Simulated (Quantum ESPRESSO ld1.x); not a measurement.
Run report: In, atomic calculation

System: In, configuration typed as [Kr] 4d10 5s2 5p1.
Method: radial all-electron Kohn-Sham run of Quantum ESPRESSO ld1.x with rel=1, lsd=1, dft='PW' as typed.

### What the run reported

- outcome: converged
- total energy: −5876.4518 hartree
- kinetic energy: 6123.5086 hartree
- electron–nucleus energy: −14214.1670 hartree
- Hartree energy: 2368.4706 hartree
- exchange–correlation energy: −154.263919 hartree
- SCF iterations: 24
- hardware: 1 CPU thread, shared host
- wall time: 2.1 s

### What is odd here

The input is odd on purpose: mixing too large. The program ran to the end, and its total energy equals that of the same run with the usual input (−5876.45177 hartree) within 10⁻⁵ hartree, so the oddity leaves no trace in it.

### The input
```
 &input
    zed=49.0,
    iswitch=1,
    rel=1,
    lsd=1,
    dft='PW',
    config='[Kr] 4d10 5s2 5p1',
    beta=1.5,
    prefix='ld1',
    max_out_wfc=37,
    file_charge='ld1.rho',
 /
```

Command:
```bash
OMP_NUM_THREADS=1 ld1.x < ld1.in > ld1.out
```

### Output
```
     Program LD1 v.7.5 starts

     --------------------------- All-electron run ----------------------------

     scalar relativistic calculation

     atomic number is 49.00
     dft =PW   lsd =1 sic =0 latt =0  beta=1.50 tr2=1.0E-14
     Exchange-correlation= PW
                           (   1   4   0   0   0   0   0)
     mesh =2063 r(mesh) =  99.90100 a.u. xmin = -8.00 dx = 0.00800
     1 Ry =  13.60569312 eV, c = 137.03599908

     n l     nl                  e(Ry)          e(Ha)          e(eV)
     1 0     1S 1( 1.00)     -2037.4632     -1018.7316    -27721.0986
     2 0     2S 1( 1.00)      -305.1307      -152.5653     -4151.5143
     2 1     2P 1( 3.00)      -274.0422      -137.0211     -3728.5338
     3 0     3S 1( 1.00)       -57.8591       -28.9296      -787.2132
     3 1     3P 1( 3.00)       -47.6777       -23.8389      -648.6885
     4 0     4S 1( 1.00)        -8.7778        -4.3889      -119.4279
     4 1     4P 1( 3.00)        -5.7340        -2.8670       -78.0152
     3 2     3D 1( 5.00)       -31.8220       -15.9110      -432.9604
     4 2     4D 1( 5.00)        -1.3750        -0.6875       -18.7077
     5 0     5S 1( 1.00)        -0.6369        -0.3185        -8.6661
     5 1     5P 1( 1.00)        -0.2132        -0.1066        -2.9004
     1 0     1S 2( 1.00)     -2037.4623     -1018.7311    -27721.0864
     2 0     2S 2( 1.00)      -305.1305      -152.5652     -4151.5113
     2 1     2P 2( 3.00)      -274.0416      -137.0208     -3728.5265
     3 0     3S 2( 1.00)       -57.8584       -28.9292      -787.2039
     3 1     3P 2( 3.00)       -47.6770       -23.8385      -648.6783
     4 0     4S 2( 1.00)        -8.7765        -4.3882      -119.4103
     4 1     4P 2( 3.00)        -5.7324        -2.8662       -77.9930
     3 2     3D 2( 5.00)       -31.8214       -15.9107      -432.9517
     4 2     4D 2( 5.00)        -1.3695        -0.6847       -18.6324
     5 0     5S 2( 1.00)        -0.6024        -0.3012        -8.1956
     5 1     5P 2( 0.00)        -0.1757        -0.0879        -2.3907

     final scf error:  3.6E-17 reached in  24 iterations

     Etot =  -11752.903541 Ry,   -5876.451770 Ha, -159906.398879 eV
     Total magnetization:    1.00 Bohr mag.

     Ekin =   12247.017120 Ry,    6123.508560 Ha,  166629.156602 eV
     Encl =  -28428.334058 Ry,  -14214.167029 Ha, -386787.189189 eV
     Eh   =    4736.941236 Ry,    2368.470618 Ha,   64449.368796 eV
     Exc  =    -308.527838 Ry,    -154.263919 Ha,   -4197.735088 eV

     normalization and overlap integrals

     s(1S/1S) =  1.000000  <r> =   0.0297  <r2> =    0.0012  r(max) =   0.0193
     s(1S/2S) = -0.012625
     s(1S/3S) = -0.005259
     s(1S/4S) = -0.002329
     s(1S/5S) = -0.000695
     s(2S/2S) =  1.000000  <r> =   0.1286  <r2> =    0.0195  r(max) =   0.1086
     s(2S/3S) = -0.003220
     s(2S/4S) = -0.001374
     s(2S/5S) = -0.000407
     s(2P/2P) =  1.000000  <r> =   0.1122  <r2> =    0.0154  r(max) =   0.0868
     s(2P/3P) = -0.002633
     s(2P/4P) = -0.001039
     s(2P/5P) = -0.000223
     s(3S/3S) =  1.000000  <r> =   0.3492  <r2> =    0.1395  r(max) =   0.3148
     s(3S/4S) = -0.000915
     s(3S/5S) = -0.000265
     s(3P/3P) =  1.000000  <r> =   0.3476  <r2> =    0.1403  r(max) =   0.3098
     s(3P/4P) = -0.000764
     s(3P/5P) = -0.000161
     s(4S/4S) =  1.000000  <r> =   0.8476  <r2> =    0.8142  r(max) =   0.7712
     s(4S/5S) = -0.000163
     s(4P/4P) =  1.000000  <r> =   0.9217  <r2> =    0.9733  r(max) =   0.8156
     s(4P/5P) = -0.000097
     s(3D/3D) =  1.000000  <r> =   0.3246  <r2> =    0.1252  r(max) =   0.2577
     s(3D/4D) = -0.000476
     s(4D/4D) =  1.000000  <r> =   1.1873  <r2> =    1.6986  r(max) =   0.9344
     s(5S/5S) =  1.000000  <r> =   2.5998  <r2> =    7.7635  r(max) =   2.1472
     s(5P/5P) =  1.000000  <r> =   3.6430  <r2> =   15.6303  r(max) =   2.8411
     s(1S/1S) =  1.000000  <r> =   0.0297  <r2> =    0.0012  r(max) =   0.0193
     s(1S/2S) = -0.012625
     s(1S/3S) = -0.005259
     s(1S/4S) = -0.002329
     s(1S/5S) = -0.000703
     s(2S/2S) =  1.000000  <r> =   0.1286  <r2> =    0.0195  r(max) =   0.1086
     s(2S/3S) = -0.003220
     s(2S/4S) = -0.001374
     s(2S/5S) = -0.000412
     s(2P/2P) =  1.000000  <r> =   0.1122  <r2> =    0.0154  r(max) =   0.0868
     s(2P/3P) = -0.002633
     s(2P/4P) = -0.001040
     s(2P/5P) = -0.000222
     s(3S/3S) =  1.000000  <r> =   0.3492  <r2> =    0.1395  r(max) =   0.3148
     s(3S/4S) = -0.000915
     s(3S/5S) = -0.000269
     s(3P/3P) =  1.000000  <r> =   0.3476  <r2> =    0.1403  r(max) =   0.3098
     s(3P/4P) = -0.000764
     s(3P/5P) = -0.000160
     s(4S/4S) =  1.000000  <r> =   0.8475  <r2> =    0.8140  r(max) =   0.7712
     s(4S/5S) = -0.000165
     s(4P/4P) =  1.000000  <r> =   0.9215  <r2> =    0.9726  r(max) =   0.8156
     s(4P/5P) = -0.000097
     s(3D/3D) =  1.000000  <r> =   0.3246  <r2> =    0.1252  r(max) =   0.2577
     s(3D/4D) = -0.000477
     s(4D/4D) =  1.000000  <r> =   1.1830  <r2> =    1.6836  r(max) =   0.9344
     s(5S/5S) =  1.000000  <r> =   2.5861  <r2> =    7.6938  r(max) =   2.1301
     s(5P/5P) =  1.000000  <r> =   3.7192  <r2> =   16.4702  r(max) =   2.8184

     ------------------------ End of All-electron run ------------------------
```

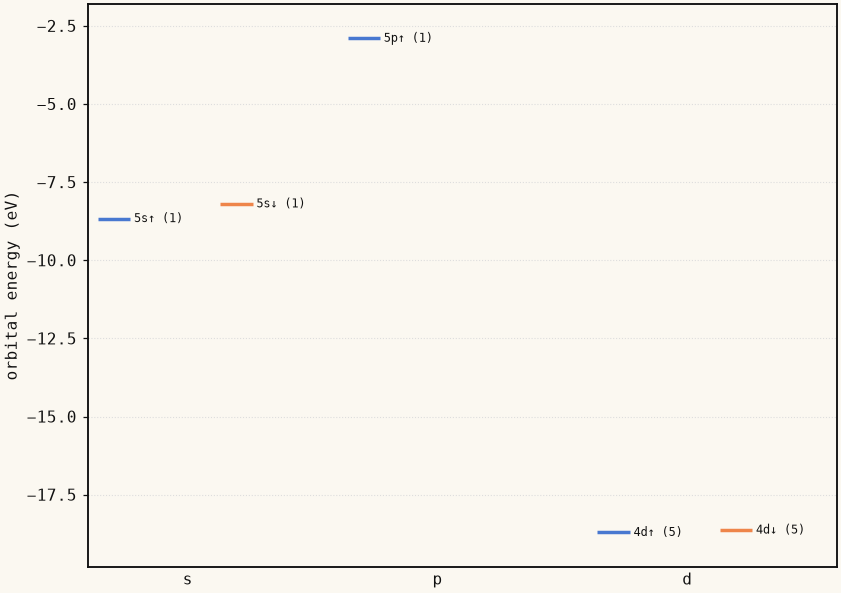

The outer levels are drawn by angular momentum (occupations in brackets, up spins at the left of each column and down spins at the right). They are the filled levels of this odd run. The highest occupied level is 5p up at −2.90 eV. From the top down the occupied levels run 5p up (−2.90 eV), 5s down (−8.20 eV), 5s up (−8.67 eV), 4d down (−18.6 eV), 4d up (−18.7 eV).
